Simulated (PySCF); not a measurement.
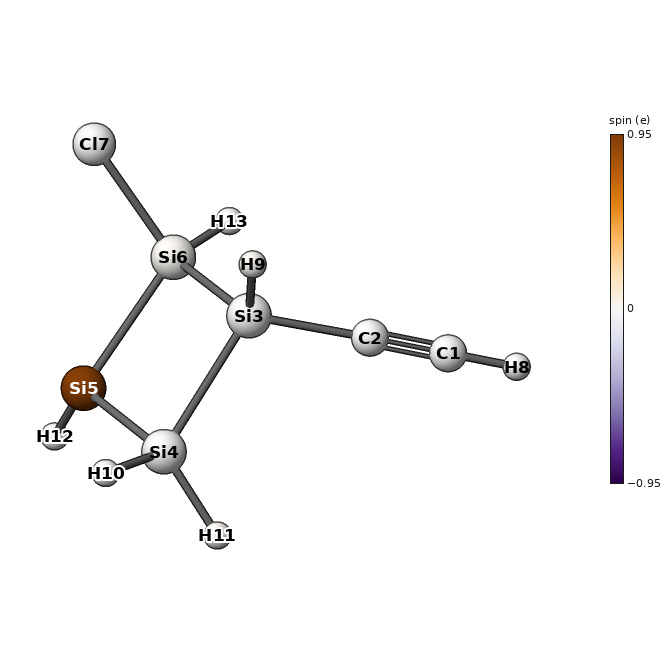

Atoms are coloured by their Mulliken spin populations. The species is neutral and a spin doublet. The geometry was computed by an optimisation with GFN2-xTB. No frequency run is at hand to confirm it as a minimum. Method: UKS B3LYP, pcH-1 on C Cl H Si, non-relativistic (PySCF 2.14.0).

Give the Mulliken spin populations atom by atom.

```csv
atom,value (e)
C1,0.00
C2,0.00
Si3,0.00
Si4,−0.01
Si5,0.93
Si6,0.02
Cl7,0.01
H8,0.00
H9,0.02
H10,0.01
H11,0.03
H12,−0.02
H13,0.01
```

Mulliken values depend strongly on the basis set. The geometry is semi-empirical. Around Si such bond lengths and angles can be off by a tenth of an ångström or more and by several degrees, and values that hang on the shape move with them.
